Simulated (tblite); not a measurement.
Run report: BSi$_{2}$H$_{4}$Cl, geometry relaxation

System: BSi$_{2}$H$_{4}$Cl, SMILES [SiH3]B[Si]Cl.
Method: GFN2-xTB geometry optimisation, gas phase (tblite 0.8.0).

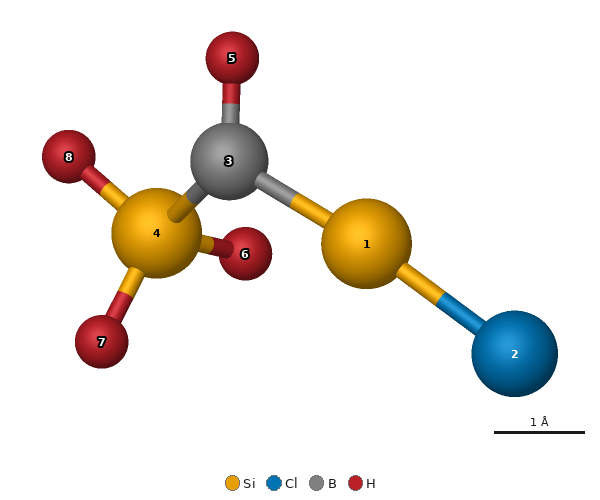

**Figure 1.** The starting structure (ball-and-stick view, seen at a tilt; atoms are numbered from 1 in the order of the input). Bond lengths as drawn: B–H 1.15 Å, B–Si 1.94 to 1.97 Å, Cl–Si 2.13 Å and H–Si 1.40 to 1.41 Å.

**Summary**

```csv
quantity,value
outcome,converged
total energy,−306.0049 eV
hardware,"1 CPU thread, shared host"
wall time,0.99 s
peak memory,0.18 GiB
```

**The input**
```
{"job": {"kind": "relax", "xc": "GFN2-xTB", "basis": "xTB"}, "charge": 0, "multiplicity": 1}
Si     0.243756    -0.990098    -0.293919
Cl     1.769077    -1.142291    -1.770884
B     -0.938624    -0.618050     1.198484
Si    -0.398338     0.864720     2.384752
H     -1.402304    -1.526177     1.738663
H      0.932708     0.677066     2.790271
H     -0.530629     2.081252     1.674762
H     -1.250783     0.906423     3.497731
```

The first line tells a small driver script what to run in tblite; the rest is the geometry in Å.

Command:
```bash
OMP_NUM_THREADS=1 python <driver script> task.json out
```

**What the program printed**
```
step      E/eV     max force
  0    -305.31092    2.897
  1    -305.58886    1.687
  2    -305.73076    1.567
  3    -305.78512    0.822
  4    -305.83654    0.553
  5    -305.85363    0.510
  6    -305.91034    0.570
  7    -305.92454    0.458
  8    -305.95204    0.226
  9    -305.95496    0.236
 10    -305.96242    0.246
 11    -305.96570    0.263
 12    -305.96928    0.190
 13    -305.97137    0.151
 14    -305.97362    0.210
 15    -305.97564    0.194
 16    -305.97718    0.105
 17    -305.97797    0.083
 18    -305.97838    0.066
 19    -305.97886    0.081
 20    -305.97955    0.109
 21    -305.98014    0.085
 22    -305.98039    0.033
 23    -305.98045    0.020
 24    -305.98048    0.020
 25    -305.98055    0.027
 26    -305.98067    0.042
 27    -305.98089    0.063
 28    -305.98113    0.064
 29    -305.98131    0.041
 30    -305.98143    0.033
 31    -305.98157    0.045
 32    -305.98180    0.062
 33    -305.98215    0.083
 34    -305.98245    0.067
 35    -305.98259    0.028
 36    -305.98263    0.020
 37    -305.98266    0.022
 38    -305.98272    0.029
 39    -305.98278    0.030
 40    -305.98283    0.015
 41    -305.98284    0.011
 42    -305.98285    0.010
 43    -305.98286    0.016
 44    -305.98289    0.022
 45    -305.98292    0.021
 46    -305.98295    0.013
 47    -305.98296    0.009
 48    -305.98297    0.013
 49    -305.98299    0.020
 50    -305.98302    0.024
 51    -305.98305    0.020
 52    -305.98308    0.014
 53    -305.98310    0.014
 54    -305.98312    0.017
 55    -305.98317    0.035
 56    -305.98331    0.063
 57    -305.98365    0.114
 58    -305.98416    0.169
 59    -305.98519    0.185
 60    -305.98721    0.106
 61    -305.98776    0.065
 62    -305.98594    0.152
 63    -305.98849    0.038
 64    -305.98873    0.042
 65    -305.98896    0.117
 66    -305.98946    0.051
 67    -305.98980    0.049
 68    -305.99122    0.061
 69    -305.99172    0.051
 70    -305.99212    0.052
 71    -305.99254    0.072
 72    -305.99305    0.072
 73    -305.99373    0.074
 74    -305.99446    0.086
 75    -305.99568    0.121
 76    -305.99752    0.141
 77    -306.00070    0.149
 78    -306.00284    0.109
 79    -306.00348    0.066
 80    -306.00366    0.035
 81    -306.00382    0.040
 82    -306.00398    0.038
 83    -306.00414    0.039
 84    -306.00433    0.038
 85    -306.00459    0.046
 86    -306.00478    0.037
 87    -306.00485    0.016
 88    -306.00486    0.017
 89    -306.00488    0.009
 90    -306.00490    0.009
 91    -306.00491    0.007
```

**Trajectory as extended XYZ (Å, eV, eV/Å), 26 of the 32 frames kept, from step=0 to step=91**
```
8
Properties=species:S:1:pos:R:3:forces:R:3 step=0 energy=-305.31092
Si    0.2438   -0.9901   -0.2939   -0.7140   0.3610   1.6600
Cl    1.7691   -1.1423   -1.7709   -0.8720   0.1240   0.4700
B    -0.9386   -0.6181    1.1985    2.1090  -0.4520  -1.9340
Si   -0.3983    0.8647    2.3848   -0.7940  -1.2660  -1.6800
H    -1.4023   -1.5262    1.7387   -0.5080  -0.4660  -0.1740
H     0.9327    0.6771    2.7903    1.4830   0.0930   0.6600
H    -0.5306    2.0813    1.6748    0.0710   1.3460  -0.3890
H    -1.2508    0.9064    3.4977   -0.7760   0.2600   1.3880
8
Properties=species:S:1:pos:R:3:forces:R:3 step=3 energy=-305.78512
Si    0.2470   -0.9823   -0.2505    0.7030  -0.1970  -0.3770
Cl    1.7079   -1.1337   -1.7348   -0.6580   0.1080   0.3470
B    -0.8649   -0.6634    1.1417    0.0330  -0.4430   0.3540
Si   -0.4267    0.8191    2.3251    0.0530   0.2190   0.1200
H    -1.4216   -1.5341    1.7110   -0.2000  -0.0790  -0.4830
H     0.9809    0.6884    2.8174   -0.2300   0.2320   0.0490
H    -0.5245    2.1397    1.6638    0.1030   0.0870   0.1510
H    -1.2732    0.9192    3.5460    0.1960   0.0750  -0.1600
8
Properties=species:S:1:pos:R:3:forces:R:3 step=6 energy=-305.91034
Si    0.3031   -1.0115   -0.2245    0.0110  -0.1150   0.1510
Cl    1.6254   -1.1155   -1.7229    0.1710   0.0100  -0.3900
B    -0.8019   -0.7224    1.1716   -0.1630   0.0240   0.5010
Si   -0.4225    0.8377    2.3261   -0.1070  -0.3780  -0.4140
H    -1.4805   -1.5756    1.6203   -0.0560   0.0490  -0.2610
H     0.9491    0.7388    2.8326    0.2920   0.1760   0.1740
H    -0.5041    2.1635    1.6907    0.0240   0.1270  -0.0100
H    -1.2437    0.9378    3.5262   -0.1720   0.1060   0.2480
8
Properties=species:S:1:pos:R:3:forces:R:3 step=12 energy=-305.96928
Si    0.3513   -1.0579   -0.1807    0.0060  -0.0070   0.0250
Cl    1.5914   -1.1022   -1.7891   -0.0730  -0.0050   0.0420
B    -0.7760   -0.7720    1.2165    0.0940   0.1650  -0.0130
Si   -0.4135    0.8190    2.3402    0.0290  -0.0840  -0.0510
H    -1.5528   -1.6002    1.5211    0.0130   0.0660  -0.0160
H     0.9755    0.8248    2.8710   -0.0510   0.0360   0.0250
H    -0.4928    2.1644    1.7003   -0.0290  -0.1750   0.0030
H    -1.2581    0.9768    3.5406    0.0110   0.0040  -0.0140
8
Properties=species:S:1:pos:R:3:forces:R:3 step=15 energy=-305.97564
Si    0.3599   -1.0644   -0.1794    0.0130   0.0100   0.0420
Cl    1.5829   -1.1036   -1.7955   -0.0370  -0.0100  -0.0120
B    -0.7710   -0.7555    1.2080   -0.0670  -0.0940   0.0530
Si   -0.4049    0.8057    2.3530   -0.0400  -0.0150   0.0090
H    -1.5568   -1.5846    1.5153    0.1050   0.1480  -0.0670
H     0.9808    0.8422    2.8809   -0.0190   0.0000   0.0600
H    -0.5002    2.1301    1.6944   -0.0200   0.0000  -0.0460
H    -1.2659    0.9830    3.5432    0.0640  -0.0380  -0.0390
8
Properties=species:S:1:pos:R:3:forces:R:3 step=18 energy=-305.97838
Si    0.3704   -1.0704   -0.1694    0.0240   0.0090   0.0000
Cl    1.5679   -1.1035   -1.8020   -0.0030  -0.0160  -0.0290
B    -0.7641   -0.7583    1.2125    0.0220   0.0240  -0.0050
Si   -0.4027    0.7984    2.3574    0.0220   0.0370   0.0000
H    -1.5597   -1.5717    1.4965   -0.0360  -0.0140   0.0190
H     0.9790    0.8569    2.8943   -0.0130  -0.0240   0.0460
H    -0.5037    2.1166    1.6893   -0.0210   0.0250  -0.0580
H    -1.2622    0.9847    3.5412    0.0050  -0.0410   0.0260
8
Properties=species:S:1:pos:R:3:forces:R:3 step=21 energy=-305.98014
Si    0.3816   -1.0711   -0.1636    0.0010  -0.0060  -0.0090
Cl    1.5587   -1.1075   -1.8121    0.0030  -0.0130  -0.0150
B    -0.7587   -0.7570    1.2138    0.0430   0.0720  -0.0080
Si   -0.3985    0.8019    2.3605   -0.0080   0.0160  -0.0460
H    -1.5648   -1.5618    1.4900   -0.0280  -0.0330   0.0270
H     0.9759    0.8593    2.9138    0.0000  -0.0010   0.0150
H    -0.5112    2.1137    1.6722    0.0040  -0.0270   0.0170
H    -1.2581    0.9755    3.5453   -0.0160  -0.0090   0.0190
8
Properties=species:S:1:pos:R:3:forces:R:3 step=27 energy=-305.98089
Si    0.3843   -1.0739   -0.1691    0.0060   0.0050   0.0040
Cl    1.5570   -1.1186   -1.8223   -0.0150  -0.0120  -0.0020
B    -0.7557   -0.7472    1.2064   -0.0160  -0.0240   0.0000
Si   -0.4018    0.8052    2.3593    0.0440  -0.0220   0.0390
H    -1.5573   -1.5566    1.4979    0.0250   0.0110  -0.0140
H     0.9704    0.8616    2.9237   -0.0220  -0.0040  -0.0020
H    -0.5097    2.1144    1.6772   -0.0100   0.0500  -0.0120
H    -1.2625    0.9680    3.5469   -0.0120  -0.0040  -0.0110
8
Properties=species:S:1:pos:R:3:forces:R:3 step=30 energy=-305.98143
Si    0.3934   -1.0804   -0.1714   -0.0010   0.0120   0.0110
Cl    1.5463   -1.1340   -1.8388   -0.0150  -0.0110   0.0040
B    -0.7487   -0.7429    1.2004    0.0050   0.0230   0.0090
Si   -0.4021    0.8076    2.3613    0.0150   0.0090  -0.0020
H    -1.5487   -1.5506    1.4967    0.0090  -0.0170  -0.0120
H     0.9604    0.8702    2.9404    0.0280  -0.0160   0.0020
H    -0.5072    2.1236    1.6848   -0.0160  -0.0010   0.0090
H    -1.2685    0.9594    3.5464   -0.0250   0.0000  -0.0210
8
Properties=species:S:1:pos:R:3:forces:R:3 step=33 energy=-305.98215
Si    0.4022   -1.0828   -0.1711    0.0060   0.0110   0.0050
Cl    1.5307   -1.1535   -1.8537   -0.0030  -0.0070  -0.0090
B    -0.7416   -0.7336    1.1962    0.0110   0.0150   0.0070
Si   -0.3972    0.8116    2.3648   -0.0640   0.0450  -0.0280
H    -1.5351   -1.5480    1.4922   -0.0010  -0.0090   0.0040
H     0.9572    0.8739    2.9571    0.0510  -0.0100   0.0090
H    -0.5093    2.1346    1.6955    0.0050  -0.0500   0.0310
H    -1.2822    0.9507    3.5388   -0.0050   0.0050  -0.0190
8
Properties=species:S:1:pos:R:3:forces:R:3 step=36 energy=-305.98263
Si    0.4080   -1.0838   -0.1731    0.0140   0.0140   0.0040
Cl    1.5199   -1.1712   -1.8662   -0.0030  -0.0040  -0.0110
B    -0.7363   -0.7244    1.1914    0.0050  -0.0080   0.0050
Si   -0.3983    0.8172    2.3659   -0.0060  -0.0050   0.0050
H    -1.5208   -1.5468    1.4926   -0.0010   0.0050   0.0060
H     0.9560    0.8752    2.9684   -0.0090  -0.0100  -0.0100
H    -0.5087    2.1424    1.7098    0.0050  -0.0010  -0.0030
H    -1.2950    0.9443    3.5310   -0.0050   0.0090   0.0040
8
Properties=species:S:1:pos:R:3:forces:R:3 step=42 energy=-305.98285
Si    0.4161   -1.0792   -0.1718   -0.0020  -0.0050   0.0000
Cl    1.5128   -1.1795   -1.8748   -0.0020   0.0040  -0.0010
B    -0.7312   -0.7228    1.1914   -0.0020   0.0020  -0.0020
Si   -0.4008    0.8180    2.3679   -0.0070   0.0050   0.0000
H    -1.5154   -1.5452    1.4935    0.0070  -0.0060  -0.0030
H     0.9526    0.8713    2.9704    0.0010  -0.0040   0.0060
H    -0.5073    2.1446    1.7136    0.0030  -0.0030  -0.0030
H    -1.3022    0.9456    3.5296    0.0010   0.0070   0.0030
8
Properties=species:S:1:pos:R:3:forces:R:3 step=45 energy=-305.98292
Si    0.4185   -1.0803   -0.1712    0.0030   0.0030   0.0030
Cl    1.5085   -1.1812   -1.8781    0.0010   0.0030  -0.0060
B    -0.7298   -0.7203    1.1904   -0.0090  -0.0110  -0.0030
Si   -0.4019    0.8189    2.3695   -0.0170   0.0110  -0.0050
H    -1.5098   -1.5472    1.4918    0.0020   0.0000   0.0050
H     0.9502    0.8687    2.9739    0.0090   0.0000   0.0100
H    -0.5058    2.1454    1.7133    0.0050  -0.0090   0.0030
H    -1.3049    0.9490    3.5303    0.0060   0.0040  -0.0070
8
Properties=species:S:1:pos:R:3:forces:R:3 step=48 energy=-305.98297
Si    0.4198   -1.0797   -0.1704    0.0020   0.0040   0.0020
Cl    1.5074   -1.1799   -1.8796   -0.0030   0.0040   0.0000
B    -0.7303   -0.7208    1.1903   -0.0040   0.0000  -0.0030
Si   -0.4045    0.8194    2.3697    0.0100  -0.0080  -0.0030
H    -1.5075   -1.5498    1.4921   -0.0030  -0.0050   0.0070
H     0.9488    0.8655    2.9743   -0.0040   0.0020   0.0050
H    -0.5035    2.1447    1.7121    0.0020   0.0010  -0.0010
H    -1.3052    0.9535    3.5315   -0.0010   0.0020  -0.0080
8
Properties=species:S:1:pos:R:3:forces:R:3 step=51 energy=-305.98305
Si    0.4228   -1.0780   -0.1687   -0.0030  -0.0060   0.0000
Cl    1.5038   -1.1779   -1.8826   -0.0050   0.0080   0.0050
B    -0.7327   -0.7211    1.1885    0.0070   0.0090   0.0030
Si   -0.4054    0.8190    2.3687    0.0170  -0.0100   0.0020
H    -1.5035   -1.5544    1.4951    0.0000  -0.0020   0.0040
H     0.9460    0.8620    2.9788   -0.0090   0.0000  -0.0030
H    -0.4998    2.1441    1.7112    0.0050   0.0060  -0.0080
H    -1.3063    0.9593    3.5289   -0.0110  -0.0040  -0.0020
8
Properties=species:S:1:pos:R:3:forces:R:3 step=57 energy=-305.98365
Si    0.4459   -1.0869   -0.1540    0.0110   0.0040  -0.0090
Cl    1.4539   -1.1604   -1.9132    0.0080   0.0080  -0.0200
B    -0.7296   -0.7135    1.1831   -0.0190  -0.0740   0.0140
Si   -0.4041    0.8203    2.3687   -0.0900   0.0700  -0.0050
H    -1.4601   -1.5763    1.5159    0.0080   0.0430   0.0120
H     0.9214    0.8409    3.0240    0.0470  -0.0010   0.0180
H    -0.4579    2.1451    1.6981    0.0200  -0.0430   0.0210
H    -1.3446    0.9836    3.4973    0.0160  -0.0070  -0.0310
8
Properties=species:S:1:pos:R:3:forces:R:3 step=60 energy=-305.98721
Si    0.4884   -1.1069   -0.1080    0.0200   0.0130  -0.0680
Cl    1.3454   -1.0370   -1.9534   -0.0060  -0.0040   0.0150
B    -0.7312   -0.7399    1.1982    0.0000  -0.0700   0.0010
Si   -0.4088    0.8175    2.3533   -0.0610   0.0850  -0.0150
H    -1.3893   -1.6310    1.5996    0.0030   0.0300   0.0140
H     0.8661    0.7785    3.1020    0.0210  -0.0040   0.0350
H    -0.3178    2.1154    1.6312   -0.0150  -0.0820   0.0580
H    -1.4279    1.0561    3.3969    0.0380   0.0310  -0.0390
8
Properties=species:S:1:pos:R:3:forces:R:3 step=63 energy=-305.98849
Si    0.4992   -1.1049   -0.1011   -0.0200   0.0020  -0.0320
Cl    1.3258   -1.0134   -1.9591    0.0020  -0.0010   0.0030
B    -0.7324   -0.7497    1.1997    0.0330  -0.0060   0.0060
Si   -0.4146    0.8159    2.3494    0.0270  -0.0170   0.0000
H    -1.3773   -1.6416    1.6164   -0.0020  -0.0030   0.0070
H     0.8539    0.7658    3.1133   -0.0150  -0.0110   0.0220
H    -0.2918    2.1011    1.6240   -0.0170   0.0090  -0.0040
H    -1.4380    1.0796    3.3774   -0.0080   0.0280  -0.0020
8
Properties=species:S:1:pos:R:3:forces:R:3 step=66 energy=-305.98946
Si    0.5191   -1.1074   -0.0891   -0.0220   0.0080  -0.0450
Cl    1.2781   -0.9770   -1.9757    0.0020  -0.0050   0.0070
B    -0.7268   -0.7588    1.2030    0.0220  -0.0270   0.0310
Si   -0.4181    0.8152    2.3439    0.0250  -0.0020   0.0140
H    -1.3422   -1.6610    1.6456    0.0080   0.0160  -0.0090
H     0.8249    0.7391    3.1472   -0.0250  -0.0020   0.0190
H    -0.2426    2.0892    1.6078   -0.0170  -0.0090   0.0040
H    -1.4675    1.1136    3.3373    0.0080   0.0210  -0.0200
8
Properties=species:S:1:pos:R:3:forces:R:3 step=72 energy=-305.99305
Si    0.5661   -1.1225   -0.0890   -0.0500   0.0470   0.0230
Cl    1.1071   -0.8802   -2.0392    0.0250  -0.0200  -0.0300
B    -0.6649   -0.7985    1.2319   -0.0260  -0.0020   0.0190
Si   -0.4115    0.8105    2.3363   -0.0060   0.0020  -0.0110
H    -1.2260   -1.7069    1.7306    0.0270  -0.0130  -0.0200
H     0.7040    0.6876    3.2991    0.0090   0.0240   0.0240
H    -0.0891    2.0448    1.5854    0.0360  -0.0220  -0.0180
H    -1.5609    1.2180    3.1648   -0.0160  -0.0160   0.0150
8
Properties=species:S:1:pos:R:3:forces:R:3 step=75 energy=-305.99568
Si    0.5199   -1.1097   -0.1054   -0.0290   0.0790  -0.0220
Cl    1.1089   -0.8298   -2.0427   -0.0190  -0.0400   0.0670
B    -0.6699   -0.8191    1.2589   -0.0150  -0.1080  -0.0430
Si   -0.4041    0.8009    2.3407    0.0240  -0.0410  -0.0530
H    -1.2111   -1.7449    1.7549    0.0560   0.0720  -0.0300
H     0.6826    0.6943    3.3358    0.0130   0.0090   0.0430
H    -0.0350    2.0024    1.5636    0.0530   0.0240  -0.0490
H    -1.5664    1.2587    3.1140   -0.0840   0.0070   0.0870
8
Properties=species:S:1:pos:R:3:forces:R:3 step=78 energy=-306.00284
Si    0.4601   -1.0452   -0.1667    0.0020   0.0200  -0.0480
Cl    1.1092   -0.8935   -2.0965   -0.0400  -0.0120   0.1000
B    -0.6435   -0.8201    1.2712    0.0080   0.0030  -0.0090
Si   -0.4089    0.8041    2.3601   -0.0210  -0.0330   0.0250
H    -1.1367   -1.7713    1.7629    0.0290   0.0290  -0.0180
H     0.6257    0.7081    3.4177   -0.0300   0.0060  -0.0220
H     0.0182    1.9856    1.5765    0.0200   0.0130  -0.0090
H    -1.5994    1.2851    3.0948    0.0320  -0.0270  -0.0200
8
Properties=species:S:1:pos:R:3:forces:R:3 step=81 energy=-306.00382
Si    0.4423   -1.0325   -0.1882   -0.0110   0.0070   0.0370
Cl    1.1020   -0.9183   -2.1066   -0.0040   0.0000  -0.0090
B    -0.6269   -0.8165    1.2732   -0.0040   0.0040  -0.0030
Si   -0.4084    0.8056    2.3644    0.0060   0.0130   0.0100
H    -1.1100   -1.7709    1.7656    0.0120   0.0010  -0.0110
H     0.6063    0.7136    3.4414   -0.0250   0.0050  -0.0210
H     0.0311    1.9915    1.5891    0.0040  -0.0170   0.0100
H    -1.6116    1.2804    3.0811    0.0210  -0.0130  -0.0140
8
Properties=species:S:1:pos:R:3:forces:R:3 step=87 energy=-306.00485
Si    0.4484   -1.0229   -0.1900    0.0100   0.0010  -0.0120
Cl    1.0194   -0.8850   -2.1375   -0.0050  -0.0010   0.0100
B    -0.6020   -0.8315    1.2889   -0.0070   0.0050   0.0000
Si   -0.4080    0.8041    2.3628   -0.0030  -0.0060  -0.0070
H    -1.0326   -1.7992    1.8028    0.0000  -0.0020  -0.0010
H     0.5207    0.7010    3.5097    0.0100   0.0050   0.0080
H     0.1206    1.9592    1.5993    0.0070  -0.0030  -0.0030
H    -1.6416    1.3271    2.9839   -0.0120   0.0010   0.0070
8
Properties=species:S:1:pos:R:3:forces:R:3 step=90 energy=-306.00490
Si    0.4522   -1.0244   -0.1885    0.0030   0.0040  -0.0010
Cl    1.0198   -0.8868   -2.1370   -0.0030  -0.0010   0.0050
B    -0.6036   -0.8298    1.2866   -0.0010   0.0010  -0.0020
Si   -0.4088    0.8044    2.3625   -0.0050   0.0000  -0.0020
H    -1.0344   -1.7970    1.8015   -0.0010  -0.0020  -0.0020
H     0.5236    0.7013    3.5068    0.0070   0.0030   0.0050
H     0.1180    1.9607    1.5993    0.0020  -0.0030  -0.0010
H    -1.6419    1.3245    2.9886   -0.0020  -0.0010  -0.0010
8
Properties=species:S:1:pos:R:3:forces:R:3 step=91 energy=-306.00491
Si    0.4541   -1.0255   -0.1867    0.0030   0.0040  -0.0020
Cl    1.0232   -0.8875   -2.1348   -0.0030  -0.0010   0.0060
B    -0.6061   -0.8288    1.2852    0.0000  -0.0010  -0.0010
Si   -0.4092    0.8042    2.3625    0.0000   0.0040  -0.0010
H    -1.0393   -1.7954    1.7992   -0.0010  -0.0020  -0.0020
H     0.5292    0.7021    3.5022    0.0030   0.0010   0.0040
H     0.1135    1.9617    1.5983    0.0000  -0.0030  -0.0020
H    -1.6404    1.3219    2.9941   -0.0010  -0.0010  -0.0010
```
